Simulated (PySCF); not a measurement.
# CH₇O₂PSi₂: NMR shifts and electronic excitations at several levels of theory, part 1 of 2

How much do the NMR shifts and electronic excitations of CH₇O₂PSi₂ (`O=C(O)[Si@H]([SiH3])P`) depend on the level of theory, and what does each level cost?

Computed with PySCF 2.14.0, with density-fitted response routines of our own, on a single molecule in the gas phase. Atoms are numbered from 0 throughout.

### 1 Starting geometry

13 atoms, charge 0, multiplicity 1; geometry from: GFN2-xTB. The atoms were then displaced at random by about 0.01 Å, so the start is not that level's minimum.

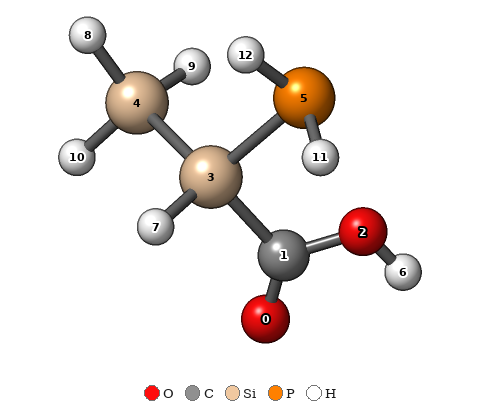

The starting geometry (oxygen red, carbon grey, silicon light orange, phosphorus orange, hydrogen white), atoms numbered.

### 2 Geometry optimisation at PBE0-D3(BJ)/def2-SVP

Job settings and geometry (Å):

```
{"job": {"xc": "PBE0", "basis": "def2-SVP", "d3": "d3bj", "grid": 1, "shake": 0.01, "kind": "geom"}, "charge": 0, "multiplicity": 1}
O      1.878890    -1.670780     0.968650
C      1.489870    -0.712150     0.299180
O      2.177620    -0.256220    -0.754190
Si    -0.086510     0.309090     0.511800
Si    -1.974100    -1.021080    -0.001670
P      0.289050     1.920970    -0.993550
H      3.020720    -0.770680    -0.889280
H     -0.069540     0.763270     1.915550
H     -3.192040    -0.194910     0.012600
H     -1.865470    -1.654080    -1.296120
H     -2.177620    -2.075410     1.007040
H      1.256590     2.571940    -0.226230
H     -0.741640     2.773150    -0.564120
```

Started as:

```sh
> OMP_NUM_THREADS=1 python probes_run.py task.json out
```

The driver reads the jobs from task.json and runs them one after another.

What it wrote:

```text
step   0  E = -1112.10325554  max force = 0.048646
step   1  E = -1112.11073773  max force = 0.010101
step   2  E = -1112.11184987  max force = 0.002633
step   3  E = -1112.11201058  max force = 0.003794
step   4  E = -1112.11198224  max force = 0.003681
step   5  E = -1112.11212471  max force = 0.000706
step   6  E = -1112.11214269  max force = 0.000385
step   7  E = -1112.11216797  max force = 0.001393
step   8  E = -1112.11218715  max force = 0.001556
step   9  E = -1112.11222864  max force = 0.000997
step  10  E = -1112.11226056  max force = 0.000408
step  11  E = -1112.11227596  max force = 0.000264
step  12  E = -1112.11229111  max force = 0.000289
step  13  E = -1112.11230323  max force = 0.000305
optimisation converged
```

Wall time 89 s (1 thread of Arm Neoverse V2, shared host); peak memory 0.51 GiB.

Step by step:

| step | energy from step 0 (eV) | largest force component (eV/Å) |
| --- | --- | --- |
| 0 | 0.0000 | 2.5015 |
| 1 | -0.2036 | 0.5194 |
| 2 | -0.2339 | 0.1354 |
| 3 | -0.2382 | 0.1951 |
| 4 | -0.2375 | 0.1893 |
| 5 | -0.2413 | 0.0363 |
| 6 | -0.2418 | 0.0198 |
| 7 | -0.2425 | 0.0716 |
| 8 | -0.2430 | 0.0800 |
| 9 | -0.2442 | 0.0513 |
| 10 | -0.2450 | 0.0210 |
| 11 | -0.2455 | 0.0136 |
| 12 | -0.2459 | 0.0149 |
| 13 | -0.2462 | 0.0157 |

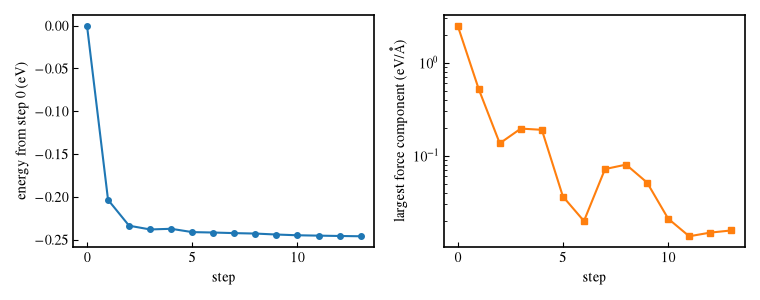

Energy and largest force along the relaxation.

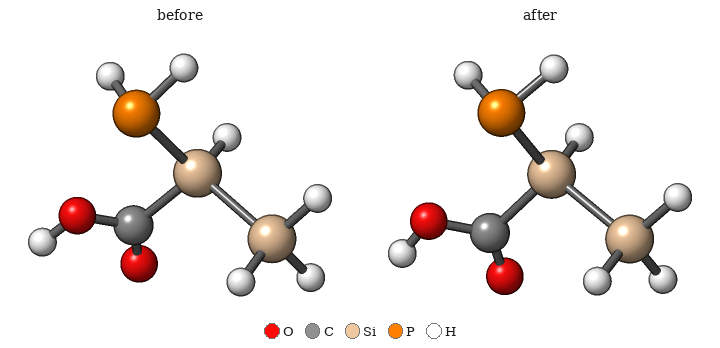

Before and after, at one scale.

Distances of close pairs at the start and the end, largest changes first:

| bond | before (Å) | after (Å) | change (Å) |
| --- | --- | --- | --- |
| Si4–H9 | 1.445 | 1.495 | +0.050 |
| C1–Si3 | 1.890 | 1.933 | +0.043 |
| P5–H11 | 1.396 | 1.429 | +0.033 |
| O0–C1 | 1.232 | 1.203 | -0.029 |
| Si3–P5 | 2.237 | 2.264 | +0.027 |
| P5–H12 | 1.405 | 1.431 | +0.026 |
| Si3–Si4 | 2.366 | 2.341 | -0.025 |
| Si4–H8 | 1.472 | 1.495 | +0.024 |

The end geometry stands in the next job.

| at the end point | value |
| --- | --- |
| point group (found at 0.08 Å tolerance) | C1 |
| rotational constants (GHz, main isotopes) | 1.670, 1.552, 0.887 |
| dipole moment (D) | 1.21 |

### 3 Nuclear shieldings: PBE0/6-31G*

Job settings and geometry (Å):

```
{"job": {"kind": "nmr", "xc": "PBE0", "basis": "6-31G*", "pop": true}, "charge": 0, "multiplicity": 1}
O      1.623209    -1.840748     0.784170
C      1.498627    -0.792528     0.206263
O      2.408180    -0.327748    -0.660587
Si    -0.032213     0.364681     0.441746
Si    -1.913778    -0.981982     0.086609
P      0.052558     2.015508    -1.105699
H      3.122398    -0.988482    -0.706092
H      0.034300     0.838436     1.858603
H     -3.151553    -0.146955     0.170293
H     -1.821725    -1.575882    -1.281779
H     -1.972766    -2.070168     1.106013
H      1.121595     2.702474    -0.452782
H     -0.963158     2.786434    -0.457093
```

Level: GIAO PBE0/6-31G* NMR shielding, non-relativistic, gas phase.

What it wrote:

```text
coarse grid: 12472 points
cycle   1  E = -1112.3952642283  dE =  5.210e-01  |g| = 8.563e-01  |ddm| = 3.354e+00
cycle   2  E = -1112.0276093252  dE =  3.677e-01  |g| = 1.609e+00  |ddm| = 1.958e+00
cycle   3  E = -1112.5239242597  dE = -4.963e-01  |g| = 2.960e-01  |ddm| = 1.483e+00
cycle   4  E = -1112.5403829614  dE = -1.646e-02  |g| = 8.060e-02  |ddm| = 2.761e-01
cycle   5  E = -1112.5415547853  dE = -1.172e-03  |g| = 1.673e-02  |ddm| = 6.885e-02
cycle   6  E = -1112.5416285277  dE = -7.374e-05  |g| = 4.207e-03  |ddm| = 2.423e-02
cycle   7  E = -1112.5416333316  dE = -4.804e-06  |g| = 8.600e-04  |ddm| = 6.088e-03
final grid: 107008 points
cycle   8  E = -1112.4659577746  dE = -3.380e-06  |g| = 8.735e-03  |ddm| = 1.773e-02
cycle   9  E = -1112.4659269869  dE =  3.079e-05  |g| = 1.544e-02  |ddm| = 1.685e-02
cycle  10  E = -1112.4659721626  dE = -4.518e-05  |g| = 1.982e-03  |ddm| = 1.106e-02
cycle  11  E = -1112.4659730027  dE = -8.401e-07  |g| = 2.455e-04  |ddm| = 1.775e-03
cycle  12  E = -1112.4659730166  dE = -1.394e-08  |g| = 4.420e-05  |ddm| = 3.295e-04
cycle  13  E = -1112.4659730173  dE = -6.910e-10  |g| = 1.447e-05  |ddm| = 9.842e-05
converged SCF energy = -1112.4659730173

GIAO shielding tensors (ppm)
atom      isotropic    diamagn.    paramagn.     s11        s22        s33       span
  0 O     -120.327     398.320    -518.647   -417.648   -198.916    255.584    673.232
  1 C       26.628     252.721    -226.093    -68.226     51.066     97.045    165.271
  2 O      114.838     392.239    -277.401    -56.199    155.441    245.271    301.469
  3 Si     450.206     882.919    -432.714    417.427    435.533    497.656     80.229
  4 Si     484.019     881.694    -397.675    477.697    484.295    490.063     12.366
  5 P      624.253     966.862    -342.609    566.384    600.707    705.669    139.285
  6 H       26.104      27.397      -1.294     19.697     24.554     34.060     14.364
  7 H       26.976      30.014      -3.038     23.710     25.392     31.827      8.117
  8 H       28.328      29.079      -0.750     24.927     26.675     33.383      8.456
  9 H       28.160      29.437      -1.277     24.995     26.623     32.862      7.867
 10 H       28.014      29.122      -1.107     24.511     25.924     33.608      9.098
 11 H       29.847      29.488       0.359     24.860     27.196     37.486     12.626
 12 H       30.387      29.738       0.650     25.226     27.838     38.097     12.870
```

Wall time 10 s (1 thread of Arm Neoverse V2, shared host); peak memory 0.6 GiB.

The references, computed at this level on geometries of the same kind, shield at (ppm): 1H TMS 31.96, 13C TMS 194.1, 29Si TMS 418.1, 17O H2O 324.2, 31P H3PO4 376.2. Their shielding less the atom's gives the shift. The references are single molecules in the gas phase, so shifts against H2O, NH3, PH3, H3PO4 or CFCl3 are not on the usual liquid scales and can be off by tens of ppm. Atoms listed in one row are averaged.

```csv
atoms,environment,σ (ppm),δ (ppm)
C1,carbonyl carbon,26.6,167.5
H6,hydrogen on an acid hydroxyl oxygen,26.10,5.86
H7,"hydrogen on a silicon bonded to C, P, Si",26.98,4.99
"H8, H9, H10",hydrogen on a silicon bonded to Si,28.17,3.80
"H11, H12",hydrogen on a phosphorus bonded to Si,30.12,1.85
O0,carbonyl oxygen,-120.3,444.5
O2,acid hydroxyl oxygen,114.8,209.3
Si3,"silicon bonded to C, P, Si, H",450.2,-32.1
Si4,"silicon bonded to Si, 3 H",484.0,-65.9
P5,"phosphorus bonded to Si, 2 H",624.3,-248.0
```

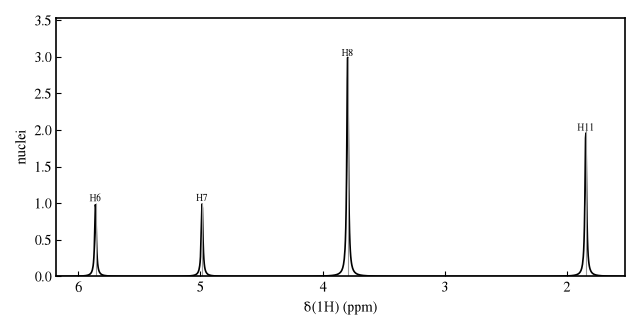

1H lines at the computed shifts, without couplings. Lines are broadened to a width of 0.02 ppm (Lorentzian).

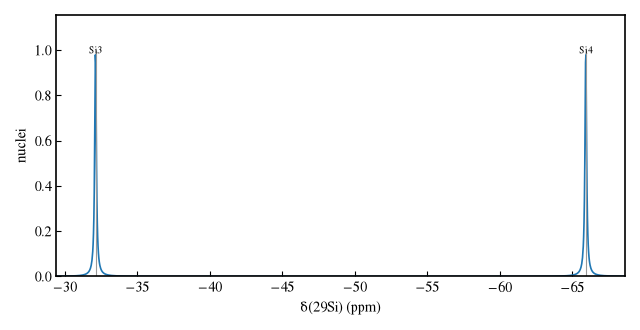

29Si lines at the computed shifts, without couplings. Lines are broadened to a width of 0.14 ppm (Lorentzian).

The run also stored atomic charges by several schemes (e):

```csv
atoms,Mulliken,IAO,Hirshfeld,ESP fit
O0,-0.42,-0.44,-0.26,-0.47
C1,0.39,0.31,0.12,0.52
O2,-0.57,-0.47,-0.16,-0.50
Si3,0.21,0.37,0.18,0.11
Si4,0.17,0.28,0.20,0.24
P5,-0.16,-0.08,-0.02,-0.31
```

ESP fit charges:

O0 -0.47; C1 0.52; O2 -0.50; Si3 0.11; Si4 0.24; P5 -0.31; H6 0.41; H7 -0.06; H8 -0.06; H9 -0.06; H10 -0.07; H11 0.12; H12 0.12

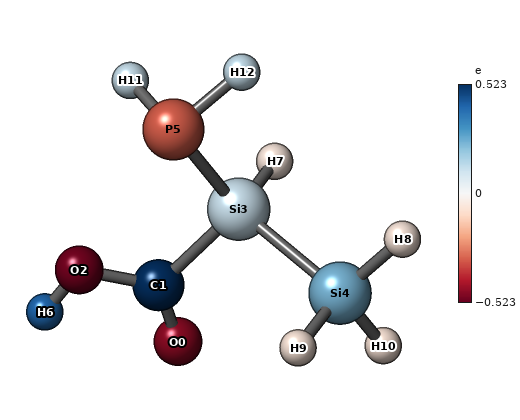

ESP fit charges, as colours on the atoms.

Mayer bond orders: O0–C1 1.83, C1–O2 1.06, C1–Si3 0.85, Si3–Si4 0.90, Si3–P5 0.94.

### 4 NMR shieldings: PBE0/6-311+G(2d,p)

Same as in step 3 but for these lines:

```diff
@@ -1,2 +1,2 @@
-{"job": {"kind": "nmr", "xc": "PBE0", "basis": "6-31G*", "pop": true}, "charge": 0, "multiplicity": 1}
+{"job": {"kind": "nmr", "xc": "PBE0", "basis": "6-311+G(2d,p)", "pop": true}, "charge": 0, "multiplicity": 1}
 O      1.623209    -1.840748     0.784170
```

Level: GIAO PBE0/6-311+G(2d,p) NMR shielding, non-relativistic, gas phase.

What it wrote:

```text
coarse grid: 12472 points
cycle   1  E = -1112.4671266267  dE =  4.853e-01  |g| = 8.902e-01  |ddm| = 2.904e+00
cycle   2  E = -1112.0738738055  dE =  3.933e-01  |g| = 1.681e+00  |ddm| = 1.770e+00
cycle   3  E = -1112.5920692480  dE = -5.182e-01  |g| = 3.110e-01  |ddm| = 1.313e+00
cycle   4  E = -1112.6083921103  dE = -1.632e-02  |g| = 1.044e-01  |ddm| = 2.436e-01
cycle   5  E = -1112.6102234550  dE = -1.831e-03  |g| = 1.583e-02  |ddm| = 8.597e-02
cycle   6  E = -1112.6102743975  dE = -5.094e-05  |g| = 5.952e-03  |ddm| = 2.312e-02
cycle   7  E = -1112.6102831984  dE = -8.801e-06  |g| = 1.113e-03  |ddm| = 8.212e-03
final grid: 107008 points
cycle   8  E = -1112.6248992590  dE = -2.828e-05  |g| = 1.064e-02  |ddm| = 3.509e-02
cycle   9  E = -1112.6248569721  dE =  4.229e-05  |g| = 1.853e-02  |ddm| = 1.625e-02
cycle  10  E = -1112.6249166236  dE = -5.965e-05  |g| = 2.655e-03  |ddm| = 1.126e-02
cycle  11  E = -1112.6249178770  dE = -1.253e-06  |g| = 5.920e-04  |ddm| = 1.942e-03
cycle  12  E = -1112.6249179371  dE = -6.010e-08  |g| = 1.225e-04  |ddm| = 5.014e-04
cycle  13  E = -1112.6249179403  dE = -3.169e-09  |g| = 2.266e-05  |ddm| = 1.477e-04
cycle  14  E = -1112.6249179404  dE = -1.623e-10  |g| = 4.649e-06  |ddm| = 4.881e-05
converged SCF energy = -1112.6249179404

GIAO shielding tensors (ppm)
atom      isotropic    diamagn.    paramagn.     s11        s22        s33       span
  0 O     -153.017     391.025    -544.042   -465.612   -229.566    236.126    701.737
  1 C        3.263     252.382    -249.119   -100.506     29.703     80.593    181.099
  2 O       92.416     391.274    -298.858    -85.015    129.765    232.499    317.514
  3 Si     401.545     880.205    -478.660    365.645    389.740    449.251     83.606
  4 Si     445.952     881.172    -435.219    438.191    445.592    454.075     15.884
  5 P      593.750     967.237    -373.488    532.638    577.298    671.313    138.675
  6 H       25.552      30.568      -5.017     19.849     23.814     32.992     13.143
  7 H       26.260      28.268      -2.008     23.107     24.910     30.762      7.655
  8 H       27.729      28.927      -1.198     24.511     26.028     32.648      8.137
  9 H       27.671      29.178      -1.507     24.750     26.005     32.257      7.508
 10 H       27.388      28.726      -1.338     24.187     25.266     32.711      8.524
 11 H       29.193      28.769       0.423     24.240     26.667     36.671     12.430
 12 H       29.720      29.092       0.628     24.558     27.203     37.399     12.841
```

It took 27 s on 1 thread of Arm Neoverse V2, shared host; peak memory 1 GiB.

This run: δ C1 183.2, O0 479.6, O2 234.1, Si3 -57.1, H6 5.96, H7 5.25 ppm.

### 5 NMR shieldings: PBE0/def2-SVP

Same as in step 4 but for these lines:

```diff
@@ -1,2 +1,2 @@
-{"job": {"kind": "nmr", "xc": "PBE0", "basis": "6-311+G(2d,p)", "pop": true}, "charge": 0, "multiplicity": 1}
+{"job": {"kind": "nmr", "xc": "PBE0", "basis": "def2-SVP", "pop": true}, "charge": 0, "multiplicity": 1}
 O      1.623209    -1.840748     0.784170
```

Level: GIAO PBE0/def2-SVP NMR shielding, non-relativistic, gas phase.

What it wrote:

```text
coarse grid: 12472 points
cycle   1  E = -1111.8084490285  dE =  4.728e-01  |g| = 8.618e-01  |ddm| = 3.524e+00
cycle   2  E = -1111.4294423855  dE =  3.790e-01  |g| = 1.629e+00  |ddm| = 1.892e+00
cycle   3  E = -1111.9370385460  dE = -5.076e-01  |g| = 3.012e-01  |ddm| = 1.415e+00
cycle   4  E = -1111.9539055521  dE = -1.687e-02  |g| = 8.212e-02  |ddm| = 2.735e-01
cycle   5  E = -1111.9551310851  dE = -1.226e-03  |g| = 1.564e-02  |ddm| = 6.614e-02
cycle   6  E = -1111.9551922292  dE = -6.114e-05  |g| = 4.465e-03  |ddm| = 2.271e-02
cycle   7  E = -1111.9551975712  dE = -5.342e-06  |g| = 8.803e-04  |ddm| = 6.046e-03
final grid: 107008 points
cycle   8  E = -1112.0999953582  dE = -6.955e-06  |g| = 9.342e-03  |ddm| = 2.419e-02
cycle   9  E = -1112.0999606244  dE =  3.473e-05  |g| = 1.644e-02  |ddm| = 1.831e-02
cycle  10  E = -1112.1000110968  dE = -5.047e-05  |g| = 2.139e-03  |ddm| = 1.198e-02
cycle  11  E = -1112.1000120192  dE = -9.224e-07  |g| = 2.283e-04  |ddm| = 1.778e-03
cycle  12  E = -1112.1000120309  dE = -1.172e-08  |g| = 4.759e-05  |ddm| = 3.614e-04
cycle  13  E = -1112.1000120317  dE = -7.594e-10  |g| = 1.369e-05  |ddm| = 1.101e-04
converged SCF energy = -1112.1000120317

GIAO shielding tensors (ppm)
atom      isotropic    diamagn.    paramagn.     s11        s22        s33       span
  0 O     -132.599     396.248    -528.847   -450.842   -216.650    269.694    720.535
  1 C       20.427     258.787    -238.360    -76.694     43.760     94.216    170.911
  2 O      115.581     387.096    -271.514    -59.835    162.333    244.245    304.080
  3 Si     460.948     883.409    -422.461    424.193    448.450    510.202     86.009
  4 Si     502.094     880.059    -377.965    490.763    498.434    517.084     26.321
  5 P      645.364     965.285    -319.920    585.279    630.043    720.771    135.493
  6 H       25.625      29.297      -3.672     18.935     23.932     34.007     15.072
  7 H       26.483      30.340      -3.857     23.210     25.005     31.233      8.023
  8 H       27.840      28.802      -0.961     24.432     26.110     32.979      8.547
  9 H       27.744      29.151      -1.407     24.674     26.139     32.420      7.747
 10 H       27.496      28.851      -1.355     23.996     25.356     33.136      9.140
 11 H       29.336      28.985       0.351     24.323     26.650     37.034     12.711
 12 H       29.926      29.402       0.525     24.689     27.312     37.777     13.089
```

Wall time 11 s (1 thread of Arm Neoverse V2, shared host); peak memory 0.7 GiB.

This run: δ C1 173.3, O0 475.6, O2 227.5, Si3 -53.8, H6 5.72, H7 4.86 ppm.

### 6 Shielding tensors: PBE0/def2-TZVP

Same as in step 5 but for these lines:

```diff
@@ -1,2 +1,2 @@
-{"job": {"kind": "nmr", "xc": "PBE0", "basis": "def2-SVP", "pop": true}, "charge": 0, "multiplicity": 1}
+{"job": {"kind": "nmr", "xc": "PBE0", "basis": "def2-TZVP", "pop": true}, "charge": 0, "multiplicity": 1}
 O      1.623209    -1.840748     0.784170
```

Level: GIAO PBE0/def2-TZVP NMR shielding, non-relativistic, gas phase.

What it wrote:

```text
coarse grid: 12472 points
cycle   1  E = -1112.5025416562  dE =  4.939e-01  |g| = 8.845e-01  |ddm| = 2.748e+00
cycle   2  E = -1112.1165513841  dE =  3.860e-01  |g| = 1.677e+00  |ddm| = 1.380e+00
cycle   3  E = -1112.6277794866  dE = -5.112e-01  |g| = 3.083e-01  |ddm| = 1.038e+00
cycle   4  E = -1112.6441206990  dE = -1.634e-02  |g| = 9.468e-02  |ddm| = 1.989e-01
cycle   5  E = -1112.6456044104  dE = -1.484e-03  |g| = 1.705e-02  |ddm| = 5.211e-02
cycle   6  E = -1112.6456680314  dE = -6.362e-05  |g| = 5.829e-03  |ddm| = 1.732e-02
cycle   7  E = -1112.6456764400  dE = -8.409e-06  |g| = 1.169e-03  |ddm| = 5.575e-03
final grid: 107008 points
cycle   8  E = -1112.6430256228  dE = -2.528e-05  |g| = 1.013e-02  |ddm| = 2.801e-02
cycle   9  E = -1112.6429871496  dE =  3.847e-05  |g| = 1.772e-02  |ddm| = 1.292e-02
cycle  10  E = -1112.6430417354  dE = -5.459e-05  |g| = 2.521e-03  |ddm| = 8.728e-03
cycle  11  E = -1112.6430428626  dE = -1.127e-06  |g| = 5.445e-04  |ddm| = 1.585e-03
cycle  12  E = -1112.6430429133  dE = -5.074e-08  |g| = 8.591e-05  |ddm| = 3.228e-04
cycle  13  E = -1112.6430429150  dE = -1.670e-09  |g| = 2.669e-05  |ddm| = 1.076e-04
cycle  14  E = -1112.6430429152  dE = -2.317e-10  |g| = 4.455e-06  |ddm| = 2.876e-05
converged SCF energy = -1112.6430429152

GIAO shielding tensors (ppm)
atom      isotropic    diamagn.    paramagn.     s11        s22        s33       span
  0 O     -159.669     396.567    -556.236   -475.880   -239.442    236.315    712.195
  1 C        2.461     249.070    -246.609   -101.141     27.891     80.631    181.772
  2 O       92.536     387.580    -295.044    -86.580    129.745    234.442    321.022
  3 Si     391.186     878.339    -487.153    353.601    379.578    440.378     86.777
  4 Si     435.972     880.507    -444.535    428.717    435.292    443.907     15.191
  5 P      583.591     966.455    -382.864    520.642    563.609    666.522    145.880
  6 H       25.499      28.299      -2.800     19.608     23.868     33.019     13.411
  7 H       26.241      29.757      -3.516     23.130     24.937     30.654      7.525
  8 H       27.700      29.070      -1.371     24.522     26.018     32.559      8.036
  9 H       27.665      29.347      -1.682     24.827     26.033     32.136      7.309
 10 H       27.362      29.040      -1.678     24.184     25.247     32.655      8.471
 11 H       29.198      28.778       0.420     24.391     26.705     36.497     12.106
 12 H       29.708      29.043       0.666     24.673     27.252     37.199     12.526
```

It took 29 s on 1 thread of Arm Neoverse V2, shared host; peak memory 1.1 GiB.

Key values: δ C1 184.2, O0 492.2, O2 240.0, Si3 -59.6, H6 5.98, H7 5.24 ppm.

### 7 Nuclear shieldings: PBE0/cc-pVDZ

Same as in step 6 but for these lines:

```diff
@@ -1,2 +1,2 @@
-{"job": {"kind": "nmr", "xc": "PBE0", "basis": "def2-TZVP", "pop": true}, "charge": 0, "multiplicity": 1}
+{"job": {"kind": "nmr", "xc": "PBE0", "basis": "cc-pVDZ", "pop": true}, "charge": 0, "multiplicity": 1}
 O      1.623209    -1.840748     0.784170
```

Level: GIAO PBE0/cc-pVDZ NMR shielding, non-relativistic, gas phase.

What it wrote:

```text
coarse grid: 12472 points
cycle   1  E = -1112.3801974401  dE =  5.564e-01  |g| = 8.663e-01  |ddm| = 6.330e+00
cycle   2  E = -1111.9975927779  dE =  3.826e-01  |g| = 1.637e+00  |ddm| = 2.884e+00
cycle   3  E = -1112.5086210122  dE = -5.110e-01  |g| = 3.068e-01  |ddm| = 1.964e+00
cycle   4  E = -1112.5261619073  dE = -1.754e-02  |g| = 8.174e-02  |ddm| = 4.120e-01
cycle   5  E = -1112.5273625567  dE = -1.201e-03  |g| = 1.683e-02  |ddm| = 1.130e-01
cycle   6  E = -1112.5274344025  dE = -7.185e-05  |g| = 4.628e-03  |ddm| = 3.971e-02
cycle   7  E = -1112.5274402687  dE = -5.866e-06  |g| = 9.448e-04  |ddm| = 8.976e-03
final grid: 107008 points
cycle   8  E = -1112.5429969699  dE = -4.168e-06  |g| = 8.755e-03  |ddm| = 3.847e-02
cycle   9  E = -1112.5429639361  dE =  3.303e-05  |g| = 1.579e-02  |ddm| = 2.913e-02
cycle  10  E = -1112.5430112261  dE = -4.729e-05  |g| = 1.984e-03  |ddm| = 1.856e-02
cycle  11  E = -1112.5430120407  dE = -8.145e-07  |g| = 2.154e-04  |ddm| = 2.591e-03
cycle  12  E = -1112.5430120508  dE = -1.018e-08  |g| = 4.800e-05  |ddm| = 5.713e-04
cycle  13  E = -1112.5430120516  dE = -7.976e-10  |g| = 1.403e-05  |ddm| = 1.607e-04
converged SCF energy = -1112.5430120516

GIAO shielding tensors (ppm)
atom      isotropic    diamagn.    paramagn.     s11        s22        s33       span
  0 O     -133.096     402.716    -535.812   -437.295   -214.265    252.273    689.568
  1 C       22.958     256.188    -233.231    -75.268     46.695     97.446    172.713
  2 O      115.274     384.970    -269.697    -58.885    156.504    248.201    307.087
  3 Si     467.315     885.353    -418.039    434.117    455.759    512.069     77.952
  4 Si     504.086     882.384    -378.298    495.387    502.670    514.200     18.813
  5 P      644.134     967.507    -323.373    586.409    628.069    717.925    131.516
  6 H       25.727      29.275      -3.548     18.903     24.532     33.747     14.844
  7 H       26.434      30.254      -3.820     23.032     24.929     31.340      8.308
  8 H       27.836      29.064      -1.228     24.371     26.038     33.100      8.729
  9 H       27.736      29.481      -1.744     24.633     25.978     32.597      7.964
 10 H       27.474      29.157      -1.683     23.938     25.167     33.316      9.378
 11 H       29.352      28.967       0.386     24.350     26.686     37.020     12.669
 12 H       29.925      29.352       0.572     24.615     27.474     37.685     13.071
```

Wall time 11 s (1 thread of Arm Neoverse V2, shared host); peak memory 0.72 GiB.

This run: δ C1 173.8, O0 476.4, O2 228.1, Si3 -48.7, H6 5.56, H7 4.86 ppm.

(Continued in part 2 of 2.)
